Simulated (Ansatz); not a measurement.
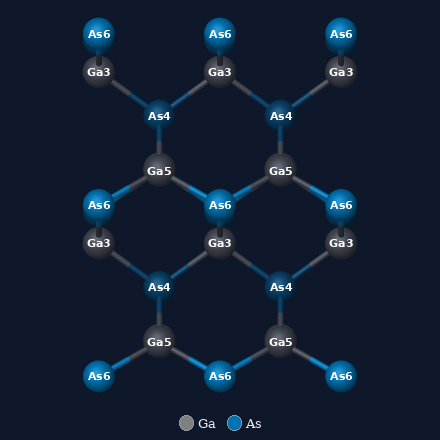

The system is N₂ on a GaAs(110) slab cut from the F-43m phase, its upper half relaxed before the scan (6 atoms of substrate and one adsorbate in a 1 × 1 cell); the picture shows it without the atoms that are moved over the map. 
- N2 is moved over the surface cell at a fixed height above a rigid substrate; the origin of the map has the adsorbate above As6; the height is held at 2.90 Å.
- Places are given modulo a cell vector. The map is drawn in real space over the plane of the surface.
- The grid has 4 × 4 points; 12 points were computed and 4 follow by symmetry.
- All energies are given in meV relative to the lowest grid point.
- With one adsorbate in each 1 × 1 cell, its nearest image is 4.0 Å away, so neighbouring adsorbates interact. At a fixed height the lowest place need not be the adsorption site.
- Level of theory: DFT PBE+D3(BJ), scalar-relativistic, plane waves, PAW in Ansatz 0.2.0. Settings: cutoff 420 eV, k-mesh 7×5×1, gaussian smearing 0.05 eV, no spin polarisation.

Range: position of N7 along the first surface vector from 0.00 to 0.75; position of N7 along the second surface vector from 0.00 to 0.75.

What will the energy surface look like?

Answer. The lowest grid point is at a fourfold hollow, (2/4, 2/4) of the cell vectors. The highest grid point, the top site over a surface As atom, (0/4, 0/4) of the cell vectors, lies 262 meV above the lowest.

```
second ↓, first →  0/4  1/4  2/4  3/4
              3/4  102   56   19   56
              2/4   11    5    0    5
              1/4   68   38    9   38
              0/4  262  135   40  135
```

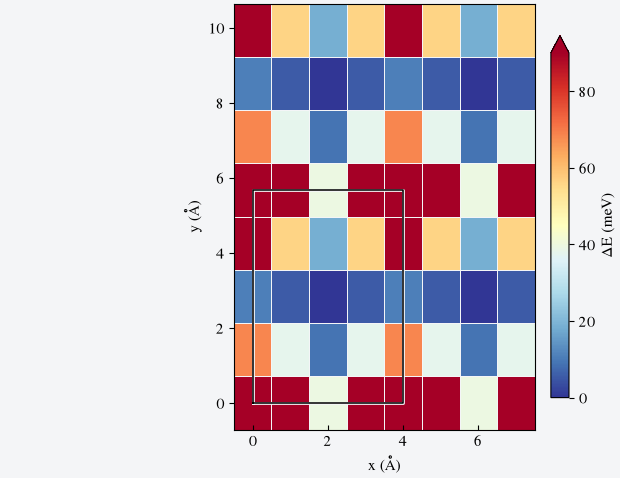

Drawn: one coloured cell a grid point, the outline of one cell of the 2 × 2 shown, one colour for all values above the top of the scale.

Each point was launched as `ansatz run input.yaml --threads 2 --pin off --max-ram 6144MiB --backend cpu --events-out ev --progress --plain --runs-dir out`. The whole map (12 points run) took 11 min on 2 threads of Arm Neoverse N1 (shared host).

PAW datasets: the set soft_1.
